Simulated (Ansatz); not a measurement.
**F$_{3}$HSi···AsH$_{3}$: density, localisation and related maps**

Input file:

```
crystal:
  periodic: [false, false, false]
  atoms:
    - { symbol: Si, position_ang: [-0.698023, 0.466411, -1.423327] }
    - { symbol: H, position_ang: [-1.30391, 0.583154, -0.124887] }
    - { symbol: F, position_ang: [-1.380678, 1.447688, -2.497571] }
    - { symbol: F, position_ang: [0.862418, 0.846469, -1.325752] }
    - { symbol: F, position_ang: [-0.815398, -1.033172, -1.981724] }
    - { symbol: H, position_ang: [-0.245447, -0.130358, 1.322587] }
    - { symbol: As, position_ang: [0.984112, -1.010775, 1.39978] }
    - { symbol: H, position_ang: [0.716179, -1.345807, 2.869262] }
    - { symbol: H, position_ang: [1.880848, 0.17649, 1.761532] }
basis:
  gaussian: { orbitals: def2-SVP }
hamiltonian:
  xc: b3lyp
  dispersion: d4
relax:
  f_tol: 0.03
  max_steps: 50
output:
  orbitals: {}
```

Command:

```sh
ansatz run input.yaml --threads 2 --pin off --max-ram 3072MiB --backend cpu --events-out ev --progress --plain --runs-dir out
```

The fields are those of the run's last geometry, not of the input's.

Computed with RKS B3LYP-D4/def2-SVP in Ansatz.

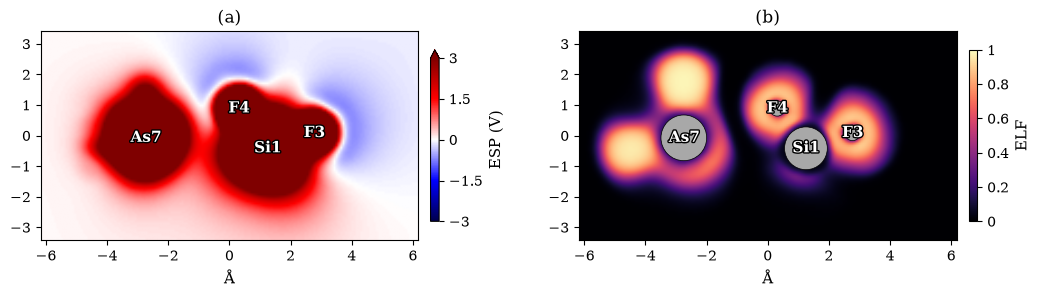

Figure 1. (a) molecular electrostatic potential; (b) ELF on the plane of atoms F3, Si1 and F4. Grey discs cover the atomic cores in the ELF map.

### Interpret the plot.

The section cuts through Si, F and As sites. As7···F4 (3.20 Å): the ELF dips to about 0 between them: a weak contact between the two molecules. Si–F (1.60 Å): the ELF peaks at about 0.85 in the valence shell of F, 0.6 Å from its nucleus, and is about 0.45 at the midpoint. The ELF also peaks beside F3 and F4, away from the bonds: lone-pair regions. Outside the dense part of the complex the potential is most negative (−0.7 V) near F3.

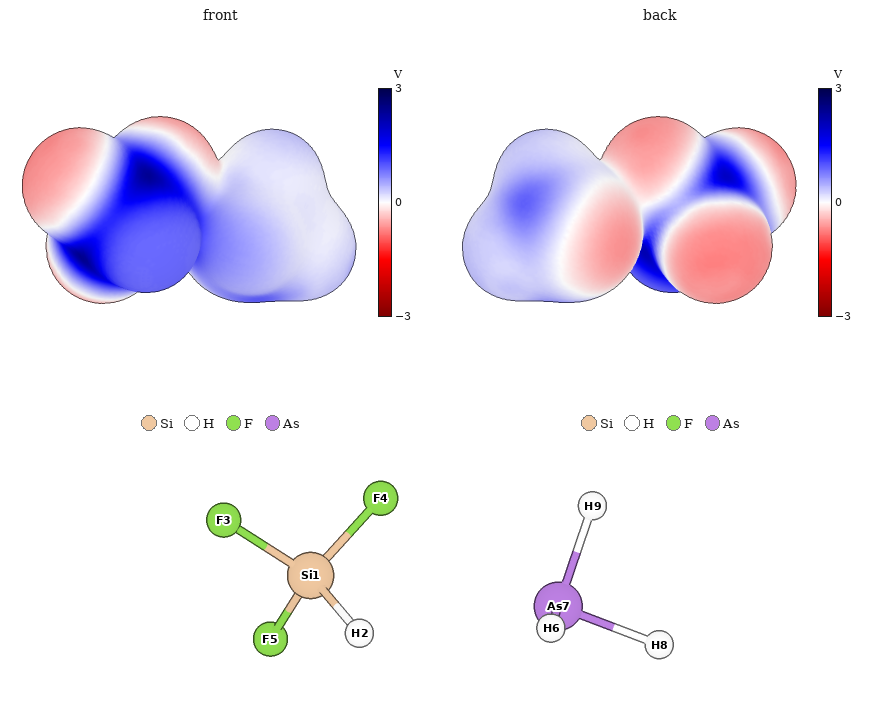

Figure 2. The electrostatic potential painted on the density surface at 0.002 e/bohr³, seen from the front and from behind; red is negative and blue positive. The bare structure is drawn below in the same view.

### Describe the electrostatic potential map.

The most negative region (about −0.7 V, or −16 kcal/mol for a unit charge) lies over F3 and F5, the most positive (about +2.3 V, or +53 kcal/mol for a unit charge) over Si1.

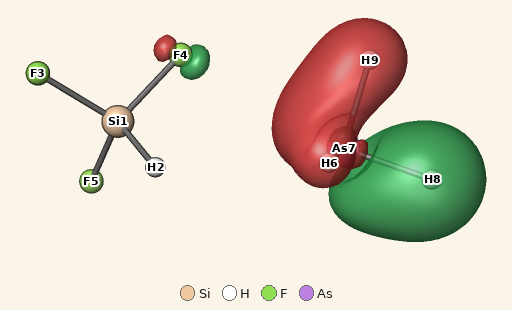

Figure 3. The HOMO−1 at ±0.15 Å⁻³ᐟ² (green and red are the two phases), seen at a tilt.

### What is the character of this orbital?

Its weight (Hirshfeld) is mainly on As7 (about 50 %), H8 (about 30 %) and H9 (about 15 %). Its energy is −9.92 eV.

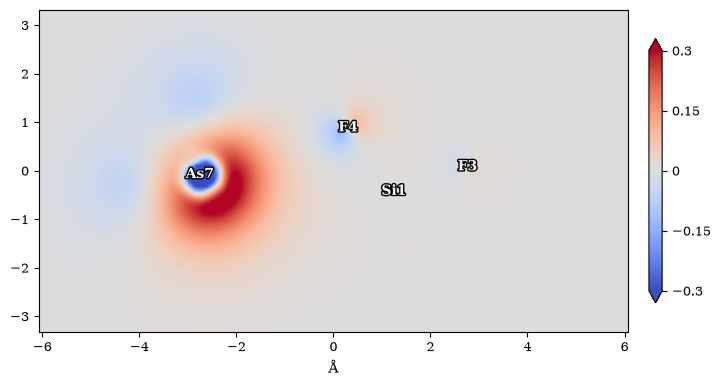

Figure 4. The HOMO on the plane of atoms F3, Si1 and F4 (values in Å⁻³ᐟ²; the overall sign is arbitrary).

### What is the character of this orbital?

Its weight (Hirshfeld) is mainly on As7 (about 80 %), H8 (about 5 %), H9 (about 5 %) and H6 (about 5 %); largely a lone pair of As7. Its energy is −7.58 eV.
